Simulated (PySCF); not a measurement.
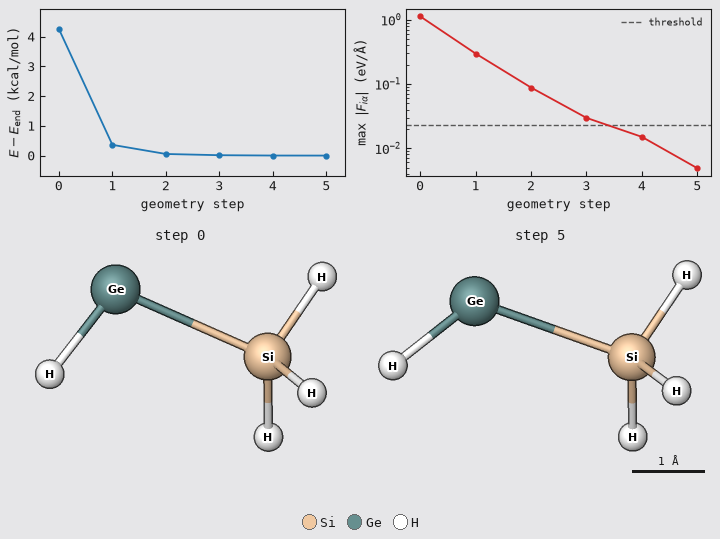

First and last geometry of a relaxation of GeSiH$_{4}$ (multiplicity 3), with the history of the run. The picture is a ball-and-stick view, seen from a free direction.

The start comes from GFN2-xTB.

Method: PBE0-D3(BJ)/def2-SVP geometry optimisation, gas phase in PySCF 2.14.0, density-fitted response routines. 

Q: Did the run converge, and what did it change?

A: It converged. An H atom moves most after the best rigid fit: 0.27 Å. By element the largest moves are H 0.27 Å, Ge 0.17 Å, Si 0.06 Å. Near-neighbour distances that change, for instance: Ge–H 1.596 → 1.550 Å, H–Si 1.463 → 1.492 Å, Ge–Si 2.353 → 2.370 Å. Bond angles that change, for instance: Si–Ge–H 105.6° → 123.2°, Ge–Si–H 102.5° → 106.5°, H–Si–H 105.7° → 109.0°. The energy falls by 4.26 kcal/mol in 5 geometry steps. The largest force component goes from 1.1 to 0.0049 eV/Å. The run took roughly 10 core-seconds on a shared host.

| step | E − E(0), kcal/mol | largest force component, eV/Å |
| --- | --- | --- |
| 0 | 0.00 | 1.1266 |
| 1 | -3.90 | 0.2972 |
| 2 | -4.20 | 0.0879 |
| 3 | -4.25 | 0.0297 |
| 4 | -4.26 | 0.0150 |
| 5 | -4.26 | 0.0049 |
